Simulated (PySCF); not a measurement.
C6H4Cl, SMILES Clc1[c]cccc1, doublet at its PBE0/def2-SVP optimised geometry (Å):

```
11

Cl     2.8133     0.0572     0.0002
C      1.0835     0.0119     0.0001
C      0.3315     1.1642     0.0000
C     -1.0421     1.2141     0.0000
C     -1.7205    -0.0128     0.0000
C     -0.9992    -1.2078     0.0000
C      0.3959    -1.2078     0.0000
H     -1.5868     2.1622     0.0001
H     -2.8133    -0.0292     0.0000
H     -1.5307    -2.1622    -0.0001
H      0.9626    -2.1419     0.0000
```

Level of theory: unrestricted PBE0/def2-TZVP (PySCF). Cells within 0.4 Å of a nucleus heavier than hydrogen are left out (blank, or x).

Map of the HOMO−1 amplitude (α) (bohr^(-3/2)), clipped to [-0.25, 0.25] on the plane z = 0.0 Å; orbital energy -7.67 eV, overall sign arbitrary:

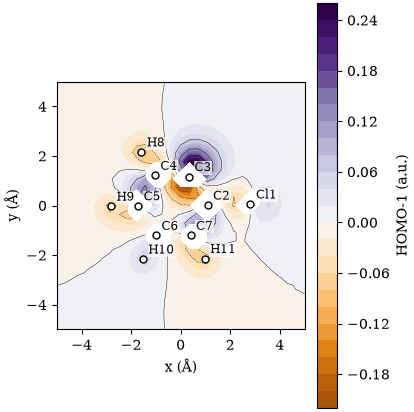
Fig. 1. HOMO−1 amplitude (α) (bohr^(-3/2)), clipped to [-0.25, 0.25] on the plane z = 0.0 Å.
